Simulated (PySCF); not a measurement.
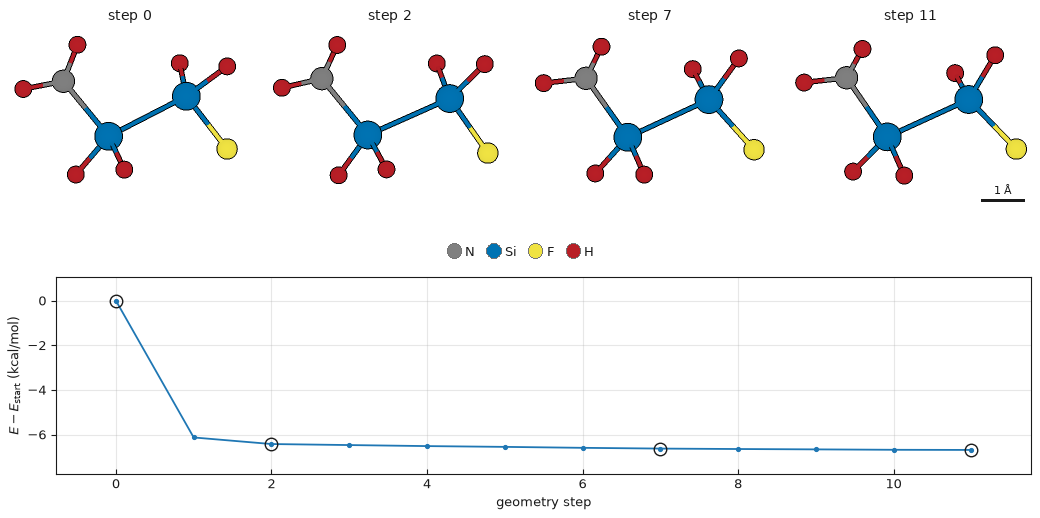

Frames of a relaxation of Si2NH6F, marked on the history of the run. Style: ball-and-stick. Shown at a tilt.

The start comes from GFN2-xTB. Its atoms were then displaced at random by about 0.01 Å.

Level of theory: PBE0-D3(BJ)/def2-SVP geometry optimisation, gas phase (PySCF 2.14.0, density-fitted response routines). 

Q: What happens along the run?

A: The energy falls by 6.69 kcal/mol in 11 geometry steps. An H atom moves most after the best rigid fit: 0.39 Å. Largest moves by element: H 0.39 Å, F 0.32 Å, N 0.16 Å, Si 0.11 Å. Some distances before and after: Si–Si 2.285 → 2.344 Å, H–Si 1.449 → 1.493 Å, N–Si 1.698 → 1.739 Å, H–N 1.038 → 1.014 Å. Bond angles that change, for instance: Si–Si–H 120.0° → 111.5°, F–Si–H 100.1° → 107.7°, Si–Si–H 117.0° → 110.1°. The run took 34 s on 1 thread of Arm Neoverse V1, on a shared host. From step 0 to 2: an H atom moves most (0.11 Å), energy −6.43 kcal/mol. From step 2 to 7: an H atom moves most (0.20 Å), energy −0.20 kcal/mol. From step 7 to 11: an H atom moves most (0.14 Å), energy −0.06 kcal/mol.
